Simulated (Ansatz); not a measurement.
# AlBClH4S (charge +1): what the fields show

Input

```
crystal:
  periodic: [false, false, false]
  atoms:
    - { symbol: B, position_ang: [-0.86839, 1.79571, -0.20336] }
    - { symbol: Al, position_ang: [-0.35566, -0.09658, -0.81505] }
    - { symbol: S, position_ang: [1.02461, -1.00168, 1.21279] }
    - { symbol: Cl, position_ang: [-0.23804, -1.71195, -1.99451] }
    - { symbol: H, position_ang: [-1.51199, 2.51892, -0.86692] }
    - { symbol: H, position_ang: [-0.51728, 2.19208, 0.84526] }
    - { symbol: H, position_ang: [2.04477, -1.50595, 0.51197] }
    - { symbol: H, position_ang: [0.42198, -2.19056, 1.30983] }
total_charge: 1
basis:
  gaussian: { orbitals: "6-31G*" }
hamiltonian:
  xc: pbe
relax:
  f_tol: 0.02
  max_steps: 40
scf:
  lower_state_search: "off"
output:
  orbitals: {}
```

Launched as:

```sh
ansatz run input.yaml --threads 1 --pin off --max-ram 2048MiB --backend cpu --events-out ev --progress --plain --runs-dir out
```

The fields are those of the relaxed geometry.

Method: Ansatz 0.2.0, RKS PBE/6-31G*.

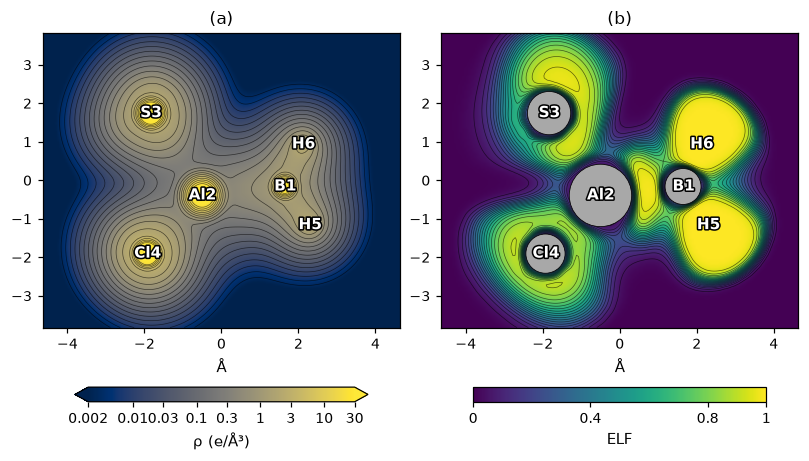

Figure 1. (a) electron density; (b) ELF on the plane of atoms Al2, B1 and H5. Grey discs cover the atomic cores in the ELF map.

> Read the bonding off the picture.

The section cuts through B, Al, S, Cl and H sites. Al–Cl (2.08 Å): ρ is about 0.75 e/Å³ halfway; the ELF peaks at about 0.85 in the valence shell of Cl, 0.9 Å from its nucleus, and is about 0.80 at the midpoint. Al–B (2.16 Å): ρ is about 0.55 e/Å³ halfway; the ELF peaks at about 1 between the atoms (a covalent bond). Al–S (2.52 Å): the density is about 0.4 e/Å³ at the midpoint, with its minimum of 0.28 e/Å³ about 0.9 Å from Al; the ELF peaks at about 0.95 between the atoms, as expected for a shared but strongly polarised pair. B–H (1.20 Å): ρ is about 1.2 e/Å³ halfway; the ELF climbs to about 1 towards the hydrogen, as it does in any bond to H: a covalent bond by its length. The ELF also peaks beside Cl4 and S3, away from the bonds: lone-pair regions.

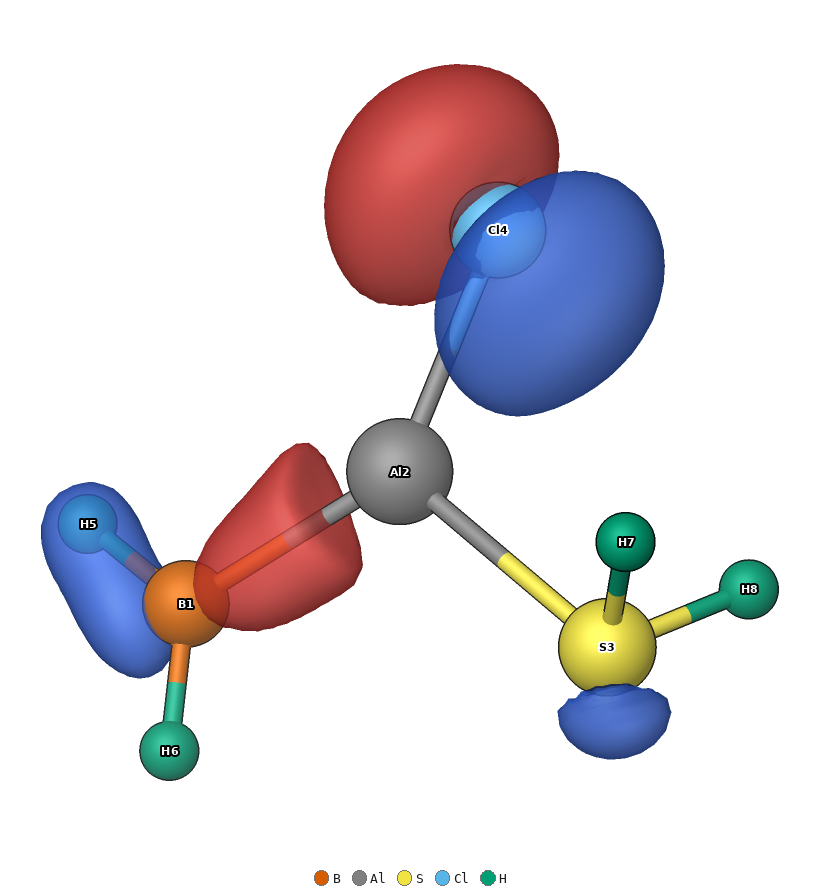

Figure 2. The HOMO−1 at ±0.15 Å⁻³ᐟ² (blue and red are the two phases), seen at a tilt.

> What is the character of this orbital?

By Hirshfeld shares it lies mainly on Cl4 (about 65 %), Al2 (about 15 %) and B1 (about 10 %); largely a lone pair of Cl4. Its energy is −12.61 eV.

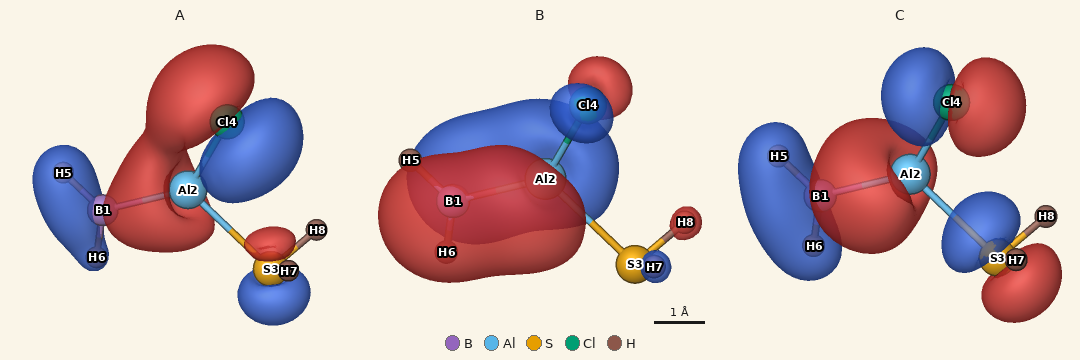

Figure 3. Three frontier orbitals at ±0.08 Å⁻³ᐟ² (blue and red are the two phases), in no order.

> Which picture is the HOMO−1, the HOMO and the LUMO?

A is the HOMO−1 (−12.61 eV). Its weight (Hirshfeld) is mainly on Cl4 (about 65 %), Al2 (about 15 %) and B1 (about 10 %); largely a lone pair of Cl4. C is the HOMO (−11.90 eV). By Hirshfeld shares it lies mainly on B1 (about 30 %), Al2 (about 25 %), Cl4 (about 20 %) and S3 (about 10 %). B is the LUMO (−8.83 eV). By Hirshfeld shares it lies mainly on B1 (about 45 %) and Al2 (about 40 %); π-bonding across B1–Al2.

> What is the HOMO–LUMO gap?

3.07 eV between the orbital energies.
